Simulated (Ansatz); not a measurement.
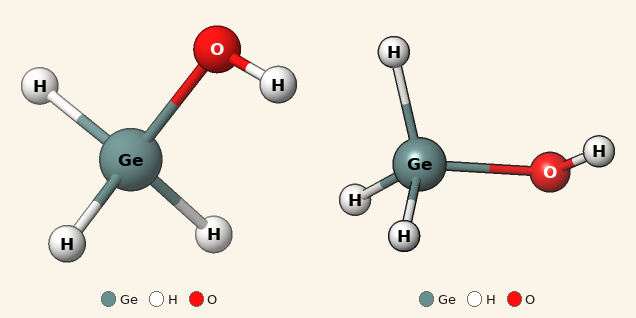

Both panels show the same species.

The computed structure is the end point of a PBE0-D4/def2-TZVP optimisation.

> Which formula does it have?

GeH₄O, 6 atoms: 1 germanium, 4 hydrogen and 1 oxygen.

> Which point group does it belong to?

Cs.

> Count the bonded pairs by element.

3 Ge–H, 1 Ge–O, 1 O–H. Sticks follow a distance rule.

> How many atoms are distinct by symmetry?

5: 1 Ge, 2 H, 1 H, 1 O, 1 H.

The parts below concern this one geometry. Atoms keep their numbers from picture to picture.

## Electronic properties

Level of theory: RKS PBE0-D4/def2-TZVPP (Ansatz 0.2.0).

Computed properties:

- HOMO energy (Kohn–Sham orbital): −8.43 eV
- LUMO energy (Kohn–Sham orbital): 0.11 eV
- HOMO–LUMO gap: 8.54 eV

## Vibrations

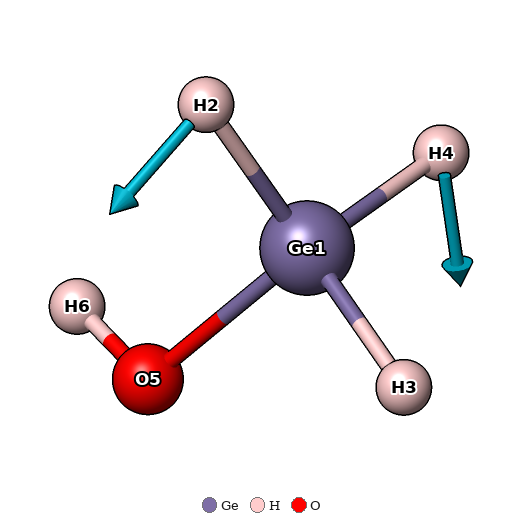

The arrows show one normal mode. Harmonic vibrations computed with RKS PBE0-D4/def2-TZVP (Ansatz 0.2.0) at a stationary point of the same level.

> What kind of motion is it?

Mostly H–Ge–H bending.

> Estimate its harmonic wavenumber.

888 cm⁻¹; it is mode 7 of 12 counted from the lowest.

## Dipole moment

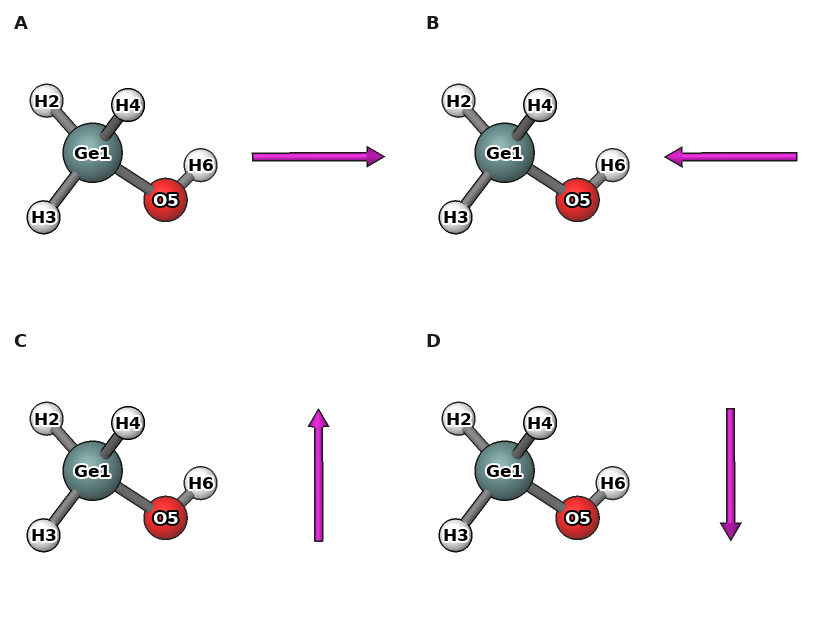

The same molecule four times, each with an arrow. Properties computed with RKS PBE0-D4/def2-TZVP (Ansatz 0.2.0).

> Which arrow points along the dipole moment, from the negative to the positive end?

C. The dipole moment is 1.48 D; it points from the side of H3 to the side of H2, H4 (the outermost atoms at the two ends).
